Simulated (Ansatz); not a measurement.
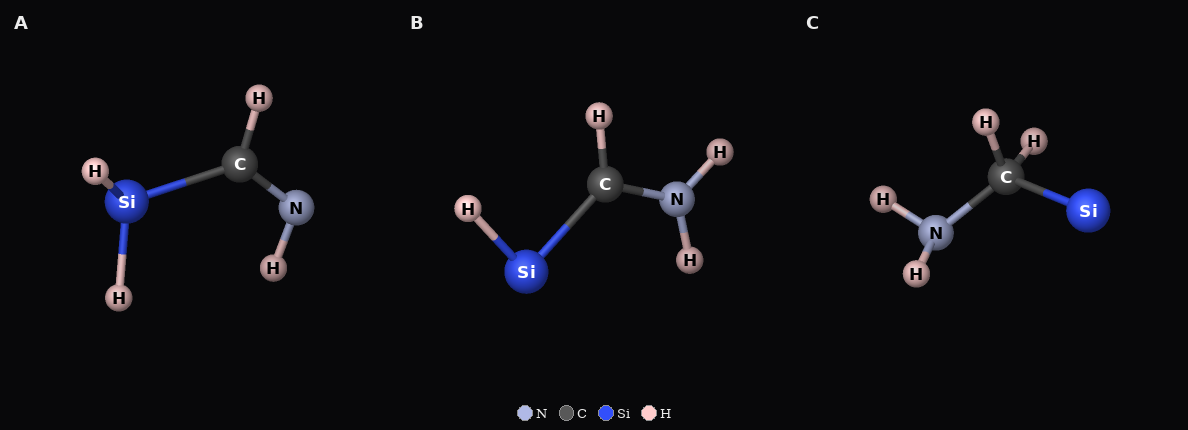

3 stationary structures of one formula. The species is neutral and a spin doublet. Geometries: PBE0-D4/def2-TZVP. Electronic energies: UHF-CCSD(T) (frozen core)/def2-TZVPP (Ansatz 0.2.0), without zero-point energy. No frequency run is at hand to confirm each as a minimum. Each is one conformer, not always the lowest.

> Which is lowest in energy, and by how much?

A is lowest (C1); B lies 0.210 eV above it (Cs), C lies 0.500 eV above it (C1).

The determinant isn't a pure spin state (⟨S²⟩ up to 0.91).
